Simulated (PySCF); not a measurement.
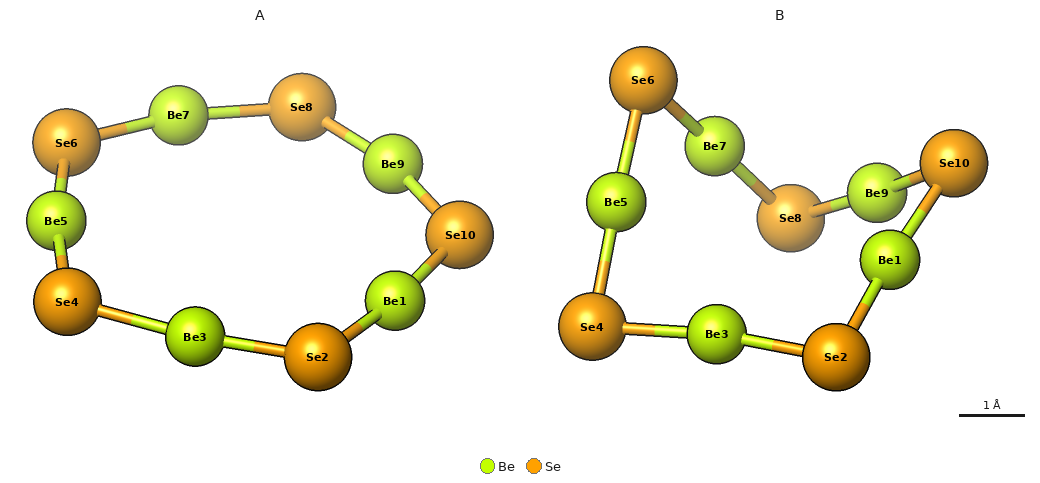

Two geometries of Be5Se5, drawn at one scale. One is the start of a relaxation, the other its converged end. Style: ball-and-stick. Shown from a free direction.

Computed with PBE0-D3(BJ)/def2-SVP geometry optimisation, gas phase (PySCF 2.14.0, density-fitted response routines). 

Which one is relaxed?

Answer. Structure B is the relaxed one. The start comes from GFN2-xTB. Its atoms were then displaced at random by about 0.03 Å. The atom that moves furthest after the best rigid fit is Se8 (1.80 Å). Largest moves by element: Se 1.80 Å, Be 0.79 Å. Some distances before and after: Se2–Be3 1.936 → 2.024 Å, Be3–Se4 2.109 → 2.027 Å, Be5–Se6 1.951 → 2.024 Å, Be1–Se2 1.962 → 2.022 Å. Among the angles between lasting bonds that change: Be7–Se8–Be9 122.0° → 80.9°, Be5–Se6–Be7 121.4° → 81.2°, Be1–Se10–Be9 117.8° → 84.7°. The energy falls by 179.7 kJ/mol in 16 geometry steps.
